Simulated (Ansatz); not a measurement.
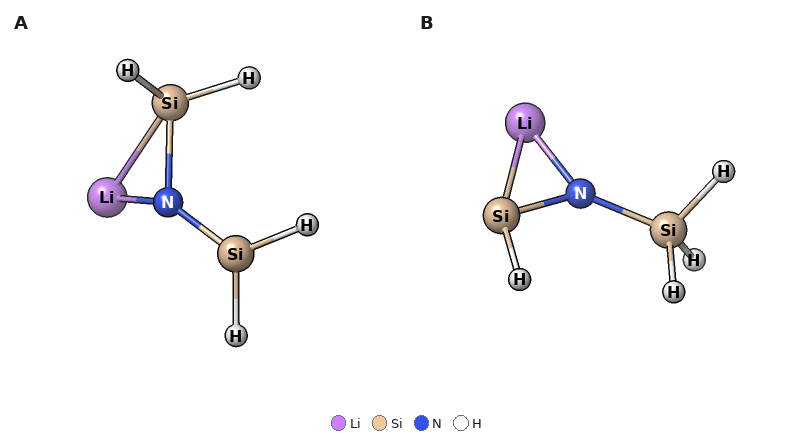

2 stationary structures of one formula. Geometries: PBE0-D4/def2-TZVP. Electronic energies: RHF-CCSD(T) (frozen core)/def2-TZVPP (Ansatz 0.2.0), without zero-point energy. No frequency run is at hand to confirm each as a minimum. Each is one conformer, not always the lowest.

> Rank them by energy, lowest first.

B is lowest (Cs); A lies 128.7 kJ/mol above it (C1).
